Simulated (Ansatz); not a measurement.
# The cluster Zr6H16O20: structure and electronic state

Aim: characterise the cluster Zr6H16O20 as a singlet: its structure, frontier levels and distribution of charge.

The runs use Ansatz 0.2.0, Gaussian basis; RKS PBE0-D4/def2-SVP.

Levels to be run: relaxation at PBE-D4/def2-SVP; a single point at PBE0-D4/def2-SVP.

6 further runs of the same task are left out: 1 for a known fault of the program, 1 that didn't finish, 4 set aside as unsound or not needed.

## Step 1: The starting structure

42 atoms, charge 0, spin multiplicity 1.

Atoms are counted from 1 here; the program's logs count them from 0.

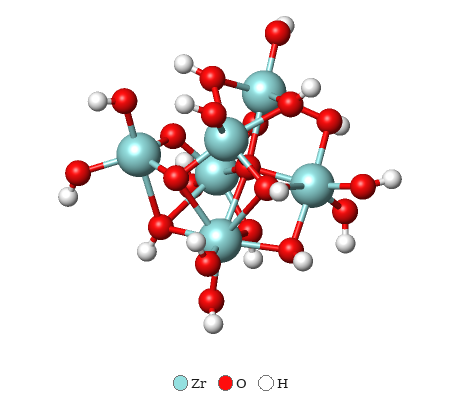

Start geometry, drawn with zirconium light teal, oxygen red, hydrogen white.

Zr takes a core potential in the def2 sets. No spin-orbit coupling is included.

The start is a GFN2-xTB geometry.

## Step 2: Optimising with PBE-D4/def2-SVP

Input file in.yaml:

```yaml
crystal:
  periodic: [false, false, false]
  atoms:
    - {symbol: Zr, position_ang: [0.857200, 1.192580, -1.680230]}
    - {symbol: Zr, position_ang: [-2.117190, 0.179680, -0.553510]}
    - {symbol: Zr, position_ang: [0.108150, -2.230700, -0.911910]}
    - {symbol: Zr, position_ang: [-0.153500, 2.717530, 1.079290]}
    - {symbol: Zr, position_ang: [2.640520, -0.490720, 0.215960]}
    - {symbol: Zr, position_ang: [-0.027490, -0.326190, 1.984200]}
    - {symbol: O, position_ang: [-3.616400, -0.076430, 0.637410]}
    - {symbol: O, position_ang: [-3.451740, 0.574710, -1.927870]}
    - {symbol: O, position_ang: [0.300060, -2.708950, -2.773450]}
    - {symbol: O, position_ang: [-2.012780, -1.893550, -1.198100]}
    - {symbol: O, position_ang: [-0.273350, -0.514180, 3.894190]}
    - {symbol: O, position_ang: [-1.372590, -1.745750, 1.448950]}
    - {symbol: O, position_ang: [-0.616160, 0.114160, -2.608440]}
    - {symbol: O, position_ang: [-1.200890, 1.166230, 1.564140]}
    - {symbol: O, position_ang: [-1.493720, 2.309320, -0.948460]}
    - {symbol: O, position_ang: [0.680760, 2.838180, 2.856500]}
    - {symbol: O, position_ang: [-0.182750, -4.061730, -0.366970]}
    - {symbol: O, position_ang: [2.326270, -2.342450, -0.861300]}
    - {symbol: O, position_ang: [0.237220, -0.352940, -0.160320]}
    - {symbol: O, position_ang: [1.447470, -1.989030, 1.654070]}
    - {symbol: O, position_ang: [1.182280, 2.491120, -3.097810]}
    - {symbol: O, position_ang: [4.539020, -0.632360, 0.535340]}
    - {symbol: O, position_ang: [1.208520, 2.230070, -0.116120]}
    - {symbol: O, position_ang: [2.538400, 0.256680, -1.520880]}
    - {symbol: O, position_ang: [-0.895210, 4.492850, 1.126390]}
    - {symbol: O, position_ang: [2.068090, 0.549490, 1.968360]}
    - {symbol: H, position_ang: [-3.404170, 0.078750, 1.570620]}
    - {symbol: H, position_ang: [-4.355200, 0.273900, -1.737230]}
    - {symbol: H, position_ang: [-0.500980, -2.730720, -3.320290]}
    - {symbol: H, position_ang: [-2.620930, -2.524940, -0.769190]}
    - {symbol: H, position_ang: [-0.287740, 0.245850, 4.495370]}
    - {symbol: H, position_ang: [-1.814940, -2.390180, 2.025670]}
    - {symbol: H, position_ang: [-1.065200, 0.154150, -3.470710]}
    - {symbol: H, position_ang: [-1.997320, 2.841950, -1.597860]}
    - {symbol: H, position_ang: [0.264830, 3.424240, 3.509380]}
    - {symbol: H, position_ang: [0.344850, -4.766090, -0.777050]}
    - {symbol: H, position_ang: [2.700800, -2.349840, -1.762390]}
    - {symbol: H, position_ang: [1.737500, -2.740760, 2.200460]}
    - {symbol: H, position_ang: [2.061030, 2.899950, -3.176390]}
    - {symbol: H, position_ang: [5.199820, -0.518160, -0.165740]}
    - {symbol: H, position_ang: [-1.301270, 4.944910, 0.371510]}
    - {symbol: H, position_ang: [2.318750, 1.409390, 2.364420]}
basis:
  gaussian: {orbitals: def2-SVP, fitting: {mean_field: def2-universal-jkfit}}
hamiltonian: {xc: pbe, dispersion: d4}
scf: {lower_state_search: "off"}
output: {orbitals: {seedname: orbitals}}
relax: {f_tol: 0.03, max_steps: 70}
```

Started as:

```bash
$ ansatz run in.yaml --threads 2 --pin off --events-out ev --progress --plain --max-ram 22528MiB --backend cuda --devices 0, --max-vram 18GiB
```

The log of the run:

```text
Functional definition: PBE
  name "PBE"
  cite "Perdew, Burke & Ernzerhof, Phys. Rev. Lett. 77, 3865 (1996) doi:10.1103/PhysRevLett.77.3865"
  parent pbe
  parameter kappa = 0.804
  parameter beta = 0.06672455060314922
  exchange = pbe_x(kappa = kappa, mu = beta*pi^2/3)
  correlation = pbe_c(beta = beta)
these checks for a lower state are left out or cut short: stability, starts, cluster_reference, orbital_swaps, neighbouring_geometries, increment
3358 factors; integrals over basis functions are off by at most 1.6e-1 eV
mean field evaluation 1: about -48754.5403 eV, gradient 2.4e2 eV
mean field evaluation 2: about -47563.2733 eV, gradient 7.7e2 eV
mean field evaluation 4: about -48833.3330 eV, gradient 1.1e2 eV
mean field evaluation 8: about -48856.7375 eV, gradient 4.0e0 eV
mean field evaluation 16: about -48856.7683 eV, gradient 2.6e-2 eV
mean field -48856.76832553 eV, -1795.4531196561 hartree, gradient 3.5e-6 eV, S^2 0.000000; 0 other end points of the search recorded, 0 dependent functions left out
the calculation of the forces begins
reference -48856.76847875 eV, -1795.4531252870 hartree; 124, 124 occupied and 422, 422 virtual orbitals, 3358 factors
relax step   1: F+E_penalty+E_count = -48858.79894831 eV  Δ(F+E_penalty+E_count) = +0.000e0 eV  max|allowed force component| = 3.106e0 eV/Å  Δτ_max = 0.0000 Å  (25 SCF iters, accepted)
[... from here on, the SCF cycles and remarks between the steps are left out ...]
relax step   2: F+E_penalty+E_count = -48861.03222237 eV  Δ(F+E_penalty+E_count) = -2.233e0 eV  max|allowed force component| = 1.785e0 eV/Å  Δτ_max = 0.1949 Å  (27 SCF iters, accepted)
relax step   3: F+E_penalty+E_count = -48861.50544957 eV  Δ(F+E_penalty+E_count) = -4.732e-1 eV  max|allowed force component| = 9.050e-1 eV/Å  Δτ_max = 0.1936 Å  (27 SCF iters, accepted)
relax step   4: F+E_penalty+E_count = -48861.78682958 eV  Δ(F+E_penalty+E_count) = -2.814e-1 eV  max|allowed force component| = 1.204e0 eV/Å  Δτ_max = 0.1948 Å  (27 SCF iters, accepted)
relax step   5: F+E_penalty+E_count = -48862.12490120 eV  Δ(F+E_penalty+E_count) = -3.381e-1 eV  max|allowed force component| = 4.915e-1 eV/Å  Δτ_max = 0.1999 Å  (27 SCF iters, accepted)
relax step   6: F+E_penalty+E_count = -48862.24398055 eV  Δ(F+E_penalty+E_count) = -1.191e-1 eV  max|allowed force component| = 7.488e-1 eV/Å  Δτ_max = 0.1949 Å  (28 SCF iters, accepted)
relax step   7: F+E_penalty+E_count = -48862.31793686 eV  Δ(F+E_penalty+E_count) = -7.396e-2 eV  max|allowed force component| = 7.164e-1 eV/Å  Δτ_max = 0.1295 Å  (21 SCF iters, accepted)
relax step   8: F+E_penalty+E_count = -48862.39403950 eV  Δ(F+E_penalty+E_count) = -7.610e-2 eV  max|allowed force component| = 8.513e-1 eV/Å  Δτ_max = 0.1832 Å  (22 SCF iters, accepted)
relax step   9: F+E_penalty+E_count = -48862.43827860 eV  Δ(F+E_penalty+E_count) = -4.424e-2 eV  max|allowed force component| = 1.075e0 eV/Å  Δτ_max = 0.1577 Å  (22 SCF iters, accepted)
relax step  10: F+E_penalty+E_count = -48862.49162177 eV  Δ(F+E_penalty+E_count) = -5.334e-2 eV  max|allowed force component| = 9.847e-1 eV/Å  Δτ_max = 0.1517 Å  (21 SCF iters, accepted)
relax step  11: F+E_penalty+E_count = -48862.56081023 eV  Δ(F+E_penalty+E_count) = -6.919e-2 eV  max|allowed force component| = 8.021e-1 eV/Å  Δτ_max = 0.2000 Å  (22 SCF iters, accepted)
relax step  12: F+E_penalty+E_count = -48862.67250704 eV  Δ(F+E_penalty+E_count) = -1.117e-1 eV  max|allowed force component| = 4.080e-1 eV/Å  Δτ_max = 0.1953 Å  (22 SCF iters, accepted)
relax step  13: F+E_penalty+E_count = -48862.76143388 eV  Δ(F+E_penalty+E_count) = -8.893e-2 eV  max|allowed force component| = 3.745e-1 eV/Å  Δτ_max = 0.1912 Å  (28 SCF iters, accepted)
relax step  14: F+E_penalty+E_count = -48862.76976614 eV  Δ(F+E_penalty+E_count) = -8.332e-3 eV  max|allowed force component| = 1.127e0 eV/Å  Δτ_max = 0.1929 Å  (27 SCF iters, accepted)
relax step  15: F+E_penalty+E_count = -48862.87516487 eV  Δ(F+E_penalty+E_count) = -1.054e-1 eV  max|allowed force component| = 2.451e-1 eV/Å  Δτ_max = 0.1416 Å  (21 SCF iters, accepted)
relax step  16: F+E_penalty+E_count = -48862.90551315 eV  Δ(F+E_penalty+E_count) = -3.035e-2 eV  max|allowed force component| = 3.289e-1 eV/Å  Δτ_max = 0.1809 Å  (21 SCF iters, accepted)
relax step  17: F+E_penalty+E_count = -48862.93839822 eV  Δ(F+E_penalty+E_count) = -3.289e-2 eV  max|allowed force component| = 3.749e-1 eV/Å  Δτ_max = 0.1421 Å  (21 SCF iters, accepted)
relax step  18: F+E_penalty+E_count = -48862.95589106 eV  Δ(F+E_penalty+E_count) = -1.749e-2 eV  max|allowed force component| = 2.459e-1 eV/Å  Δτ_max = 0.0843 Å  (22 SCF iters, accepted)
relax step  19: F+E_penalty+E_count = -48862.96631734 eV  Δ(F+E_penalty+E_count) = -1.043e-2 eV  max|allowed force component| = 1.359e-1 eV/Å  Δτ_max = 0.0648 Å  (22 SCF iters, accepted)
relax step  20: F+E_penalty+E_count = -48862.97315462 eV  Δ(F+E_penalty+E_count) = -6.837e-3 eV  max|allowed force component| = 7.068e-2 eV/Å  Δτ_max = 0.0556 Å  (22 SCF iters, accepted)
relax step  21: F+E_penalty+E_count = -48862.97921548 eV  Δ(F+E_penalty+E_count) = -6.061e-3 eV  max|allowed force component| = 6.778e-2 eV/Å  Δτ_max = 0.0623 Å  (21 SCF iters, accepted)
relax step  22: F+E_penalty+E_count = -48862.98872081 eV  Δ(F+E_penalty+E_count) = -9.505e-3 eV  max|allowed force component| = 2.653e-1 eV/Å  Δτ_max = 0.1577 Å  (22 SCF iters, accepted)
relax step  23: F+E_penalty+E_count = -48862.99927947 eV  Δ(F+E_penalty+E_count) = -1.056e-2 eV  max|allowed force component| = 3.697e-1 eV/Å  Δτ_max = 0.1279 Å  (21 SCF iters, accepted)
relax step  24: F+E_penalty+E_count = -48863.01452505 eV  Δ(F+E_penalty+E_count) = -1.525e-2 eV  max|allowed force component| = 3.989e-1 eV/Å  Δτ_max = 0.1603 Å  (22 SCF iters, accepted)
relax step  25: F+E_penalty+E_count = -48863.02495125 eV  Δ(F+E_penalty+E_count) = -1.043e-2 eV  max|allowed force component| = 2.423e-1 eV/Å  Δτ_max = 0.0694 Å  (22 SCF iters, accepted)
relax step  26: F+E_penalty+E_count = -48862.99496436 eV  Δ(F+E_penalty+E_count) = +2.999e-2 eV  max|allowed force component| = 5.078e-1 eV/Å  Δτ_max = 0.2000 Å  (27 SCF iters, rejected (line search))
relax step  27: F+E_penalty+E_count = -48863.03965716 eV  Δ(F+E_penalty+E_count) = -1.471e-2 eV  max|allowed force component| = 9.049e-2 eV/Å  Δτ_max = 0.0973 Å  (21 SCF iters, accepted)
relax step  28: F+E_penalty+E_count = -48863.04568180 eV  Δ(F+E_penalty+E_count) = -6.025e-3 eV  max|allowed force component| = 6.577e-2 eV/Å  Δτ_max = 0.1000 Å  (21 SCF iters, accepted)
relax step  29: F+E_penalty+E_count = -48863.04729362 eV  Δ(F+E_penalty+E_count) = -1.612e-3 eV  max|allowed force component| = 4.021e-1 eV/Å  Δτ_max = 0.1333 Å  (21 SCF iters, accepted)
relax step  30: F+E_penalty+E_count = -48863.05207739 eV  Δ(F+E_penalty+E_count) = -4.784e-3 eV  max|allowed force component| = 1.511e-1 eV/Å  Δτ_max = 0.0359 Å  (22 SCF iters, accepted)
relax step  31: F+E_penalty+E_count = -48863.06299740 eV  Δ(F+E_penalty+E_count) = -1.092e-2 eV  max|allowed force component| = 3.027e-1 eV/Å  Δτ_max = 0.2000 Å  (22 SCF iters, accepted)
relax step  32: F+E_penalty+E_count = -48863.05381277 eV  Δ(F+E_penalty+E_count) = +9.185e-3 eV  max|allowed force component| = 1.370e0 eV/Å  Δτ_max = 0.1972 Å  (22 SCF iters, rejected (line search))
relax step  33: F+E_penalty+E_count = -48863.01582929 eV  Δ(F+E_penalty+E_count) = +4.717e-2 eV  max|allowed force component| = 6.886e-1 eV/Å  Δτ_max = 0.0986 Å  (21 SCF iters, rejected (line search))
relax step  34: F+E_penalty+E_count = -48863.07290070 eV  Δ(F+E_penalty+E_count) = -9.903e-3 eV  max|allowed force component| = 1.917e-1 eV/Å  Δτ_max = 0.0474 Å  (21 SCF iters, accepted)
relax step  35: F+E_penalty+E_count = -48863.08022330 eV  Δ(F+E_penalty+E_count) = -7.323e-3 eV  max|allowed force component| = 4.763e-1 eV/Å  Δτ_max = 0.0972 Å  (22 SCF iters, accepted)
relax step  36: F+E_penalty+E_count = -48863.08064071 eV  Δ(F+E_penalty+E_count) = -4.174e-4 eV  max|allowed force component| = 1.152e0 eV/Å  Δτ_max = 0.0935 Å  (22 SCF iters, accepted)
relax step  37: F+E_penalty+E_count = -48863.09623822 eV  Δ(F+E_penalty+E_count) = -1.560e-2 eV  max|allowed force component| = 3.504e-1 eV/Å  Δτ_max = 0.0799 Å  (22 SCF iters, accepted)
relax step  38: F+E_penalty+E_count = -48863.10015929 eV  Δ(F+E_penalty+E_count) = -3.921e-3 eV  max|allowed force component| = 3.821e-1 eV/Å  Δτ_max = 0.2000 Å  (27 SCF iters, accepted)
relax step  39: F+E_penalty+E_count = -48863.13263453 eV  Δ(F+E_penalty+E_count) = -3.248e-2 eV  max|allowed force component| = 5.076e-1 eV/Å  Δτ_max = 0.0511 Å  (22 SCF iters, accepted)
relax step  40: F+E_penalty+E_count = -48863.16280068 eV  Δ(F+E_penalty+E_count) = -3.017e-2 eV  max|allowed force component| = 3.153e-1 eV/Å  Δτ_max = 0.2000 Å  (27 SCF iters, accepted)
relax step  41: F+E_penalty+E_count = -48863.18724613 eV  Δ(F+E_penalty+E_count) = -2.445e-2 eV  max|allowed force component| = 4.524e-1 eV/Å  Δτ_max = 0.0747 Å  (20 SCF iters, accepted)
relax step  42: F+E_penalty+E_count = -48863.13172091 eV  Δ(F+E_penalty+E_count) = +5.553e-2 eV  max|allowed force component| = 5.418e-1 eV/Å  Δτ_max = 0.1636 Å  (25 SCF iters, rejected (line search))
relax step  43: F+E_penalty+E_count = -48863.20677009 eV  Δ(F+E_penalty+E_count) = -1.952e-2 eV  max|allowed force component| = 1.069e-1 eV/Å  Δτ_max = 0.0779 Å  (21 SCF iters, accepted)
relax step  44: F+E_penalty+E_count = -48863.21785965 eV  Δ(F+E_penalty+E_count) = -1.109e-2 eV  max|allowed force component| = 2.116e-1 eV/Å  Δτ_max = 0.1000 Å  (21 SCF iters, accepted)
relax step  45: F+E_penalty+E_count = -48863.21821942 eV  Δ(F+E_penalty+E_count) = -3.598e-4 eV  max|allowed force component| = 1.176e0 eV/Å  Δτ_max = 0.1480 Å  (21 SCF iters, accepted)
relax step  46: F+E_penalty+E_count = -48863.25650352 eV  Δ(F+E_penalty+E_count) = -3.828e-2 eV  max|allowed force component| = 1.137e-1 eV/Å  Δτ_max = 0.2000 Å  (21 SCF iters, accepted)
relax step  47: F+E_penalty+E_count = -48863.26022429 eV  Δ(F+E_penalty+E_count) = -3.721e-3 eV  max|allowed force component| = 2.244e-1 eV/Å  Δτ_max = 0.2000 Å  (21 SCF iters, accepted)
relax step  48: F+E_penalty+E_count = -48863.26912358 eV  Δ(F+E_penalty+E_count) = -8.899e-3 eV  max|allowed force component| = 1.886e-1 eV/Å  Δτ_max = 0.0485 Å  (22 SCF iters, accepted)
relax step  49: F+E_penalty+E_count = -48863.26399007 eV  Δ(F+E_penalty+E_count) = +5.134e-3 eV  max|allowed force component| = 3.150e-1 eV/Å  Δτ_max = 0.0943 Å  (21 SCF iters, rejected (line search))
relax step  50: F+E_penalty+E_count = -48863.27648622 eV  Δ(F+E_penalty+E_count) = -7.363e-3 eV  max|allowed force component| = 4.658e-2 eV/Å  Δτ_max = 0.0472 Å  (22 SCF iters, accepted)
relax step  51: F+E_penalty+E_count = -48863.27700126 eV  Δ(F+E_penalty+E_count) = -5.150e-4 eV  max|allowed force component| = 3.098e-2 eV/Å  Δτ_max = 0.0464 Å  (22 SCF iters, accepted)
relax step  52: F+E_penalty+E_count = -48863.27800210 eV  Δ(F+E_penalty+E_count) = -1.001e-3 eV  max|allowed force component| = 1.546e-2 eV/Å  Δτ_max = 0.0199 Å  (23 SCF iters, accepted)
Total energy: -48863.27815486 eV, -1795.6923514716 hartree
Atom 0 at     0.864888     2.247569    -1.837826 Å, force    -0.005092    -0.001661    -0.008474 eV/Å
Atom 1 at    -1.822414    -0.060727    -0.739385 Å, force    -0.000158     0.003264     0.002750 eV/Å
Atom 2 at     0.055774    -2.760047    -0.066759 Å, force    -0.004089    -0.013929    -0.002281 eV/Å
Atom 3 at    -0.596094     3.141842     0.894854 Å, force    -0.015461    -0.000685     0.004593 eV/Å
Atom 4 at     2.500167    -0.510835    -0.350551 Å, force     0.006016     0.002112     0.001660 eV/Å
Atom 5 at     0.161663     0.035535     1.882550 Å, force    -0.000483     0.008192    -0.012781 eV/Å
Atom 6 at    -3.695016    -0.684306    -0.390083 Å, force    -0.001021    -0.005160     0.007908 eV/Å
Atom 7 at    -2.884928     1.411597    -1.773999 Å, force    -0.000038    -0.001807    -0.001440 eV/Å
Atom 8 at     0.015564    -4.496051    -1.076789 Å, force     0.005910    -0.002110     0.006273 eV/Å
Atom 9 at    -1.420934    -2.064383    -1.481192 Å, force    -0.006324    -0.002486     0.000589 eV/Å
Atom 10 at    -0.032029    -0.683014     3.703245 Å, force    -0.003809    -0.002215     0.005399 eV/Å
Atom 11 at    -1.359445    -1.452761     1.202404 Å, force    -0.004342    -0.002394     0.004371 eV/Å
Atom 12 at    -0.553522     0.787158    -2.441998 Å, force     0.002296     0.001720    -0.001103 eV/Å
Atom 13 at    -1.345714     1.213830     0.860013 Å, force     0.004352     0.007623     0.006784 eV/Å
Atom 14 at    -1.080480     3.149477    -1.134107 Å, force    -0.001700     0.003010    -0.000911 eV/Å
Atom 15 at     0.134167     2.087257     2.646678 Å, force     0.009077     0.003441     0.007890 eV/Å
Atom 16 at    -0.287922    -3.929400     1.535950 Å, force     0.000464     0.009079    -0.004389 eV/Å
Atom 17 at     1.898011    -2.385008    -1.191383 Å, force    -0.003095    -0.005186    -0.000981 eV/Å
Atom 18 at     0.302961    -0.509926    -0.247212 Å, force    -0.004859     0.003389    -0.007508 eV/Å
Atom 19 at     1.496766    -1.754560     1.433324 Å, force    -0.000506     0.006949     0.002014 eV/Å
Atom 20 at     1.321609     3.442251    -3.289948 Å, force     0.000277    -0.005575     0.001010 eV/Å
Atom 21 at     4.384263    -0.971142    -0.170056 Å, force    -0.001871     0.001693    -0.000531 eV/Å
Atom 22 at     1.182341     2.963355     0.063992 Å, force     0.006747    -0.005441     0.002694 eV/Å
Atom 23 at     2.346961     0.936871    -1.654330 Å, force     0.002595    -0.001740     0.000525 eV/Å
Atom 24 at    -1.242069     4.819522     1.651315 Å, force     0.006086     0.012639    -0.001857 eV/Å
Atom 25 at     2.133996     0.767209     1.318520 Å, force     0.002078    -0.003673     0.002219 eV/Å
Atom 26 at    -3.922870    -1.408606     0.216114 Å, force    -0.000044     0.004358    -0.004018 eV/Å
Atom 27 at    -3.834472     1.374576    -1.549252 Å, force     0.000962     0.001721     0.000094 eV/Å
Atom 28 at     0.104068    -4.555675    -2.043371 Å, force    -0.000023    -0.000698    -0.005297 eV/Å
Atom 29 at    -2.152756    -2.636807    -1.770738 Å, force     0.008373     0.004031     0.000891 eV/Å
Atom 30 at    -0.121386    -1.567021     4.094191 Å, force    -0.000897    -0.006143     0.004096 eV/Å
Atom 31 at    -1.905715    -1.934036     1.850836 Å, force     0.003465    -0.001259    -0.005074 eV/Å
Atom 32 at    -1.267489     1.142178    -3.014850 Å, force    -0.001461     0.001123    -0.001459 eV/Å
Atom 33 at    -1.925505     2.677518    -1.453726 Å, force     0.006305    -0.000276     0.002035 eV/Å
Atom 34 at     0.806622     2.376137     3.289535 Å, force    -0.007871    -0.004394    -0.009923 eV/Å
Atom 35 at    -0.313630    -4.870423     1.276758 Å, force     0.000347    -0.000422     0.000312 eV/Å
Atom 36 at     2.503563    -3.109521    -1.424415 Å, force     0.000602     0.000653     0.001437 eV/Å
Atom 37 at     1.877270    -2.288425     2.154431 Å, force     0.002254    -0.004881     0.003803 eV/Å
Atom 38 at     1.936265     3.873246    -3.899897 Å, force    -0.001086     0.001688     0.001272 eV/Å
Atom 39 at     5.314816    -1.187355    -0.029366 Å, force     0.001650    -0.000489     0.000812 eV/Å
Atom 40 at    -1.610235     5.658575     1.956744 Å, force     0.000041    -0.012078     0.002313 eV/Å
Atom 41 at     2.032906     1.714346     0.999789 Å, force    -0.005665     0.008019    -0.005717 eV/Å
Dipole moment:     0.250538    -0.200593     0.173038 e Å
Checks for a lower state left out: stability, starts, cluster_reference, orbital_swaps, neighbouring_geometries, increment
```

Run time: 5.9 min. Hardware: 1 × H100 (card shared with other runs) with 2 threads of AMD EPYC 7R13, shared host; peak host memory 1.2 GiB.

Relaxation path: (not every step is listed) (the energy doesn't fall at every step)

```
step  energy from step 1 (eV)  largest force component (eV/Å)
   1                   0.0000                          3.1058
   2                  -2.2333                          1.7848
   3                  -2.7065                          0.9050
   4                  -2.9879                          1.2039
   5                  -3.3260                          0.4915
   6                  -3.4450                          0.7488
   7                  -3.5190                          0.7164
   8                  -3.5951                          0.8513
   9                  -3.6393                          1.0754
  12                  -3.8736                          0.4080
  15                  -4.0762                          0.2451
  18                  -4.1569                          0.2459
  21                  -4.1803                          0.0678
  24                  -4.2156                          0.3989
  27                  -4.2407                          0.0905
  30                  -4.2531                          0.1511
  33                  -4.2169                          0.6886
  36                  -4.2817                          1.1522
  39                  -4.3337                          0.5076
  42                  -4.3328                          0.5418
  45                  -4.4193                          1.1760
  47                  -4.4613                          0.2244
  48                  -4.4702                          0.1886
  49                  -4.4650                          0.3150
  50                  -4.4775                          0.0466
  51                  -4.4781                          0.0310
  52                  -4.4791                          0.0155
```

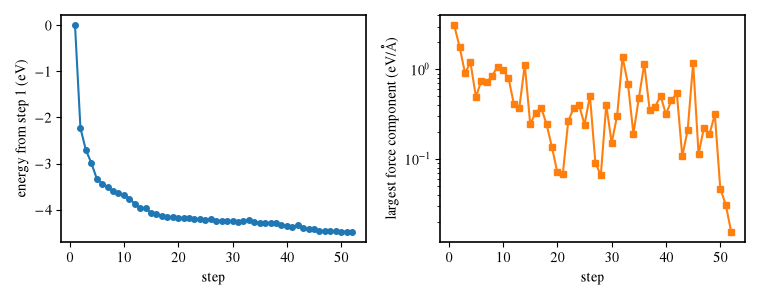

Energy and force, step by step.

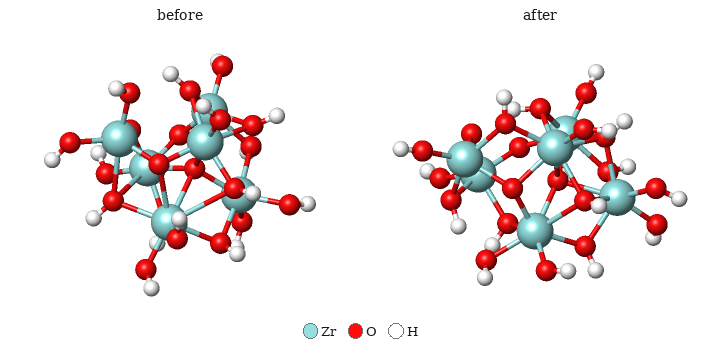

The geometry before (left) and after (right).

Close pairs (by a distance rule), those that changed most:

```
   bond  before (Å)  after (Å)  change (Å)
Zr6–O16       3.358      2.190      -1.168
Zr2–O15       2.254      3.318      +1.064
Zr1–O19       2.255      3.233      +0.978
Zr3–O20       2.905      2.310      -0.594
Zr3–O12       2.829      2.307      -0.522
Zr2–H33       3.101      2.633      -0.468
Zr1–O15       2.704      2.257      -0.447
Zr2–O12       2.876      2.434      -0.442
```

Contacts that opened: Zr1–O19 2.25 to 3.23 Å, Zr2–O15 2.25 to 3.32 Å.

Bonds by kind at the end (by distance):

```
bond  count  shortest (Å)  longest (Å)
O–Zr     37         1.935        2.434
 H–O     16         0.966        1.019
```

[end of part 1 of 2]
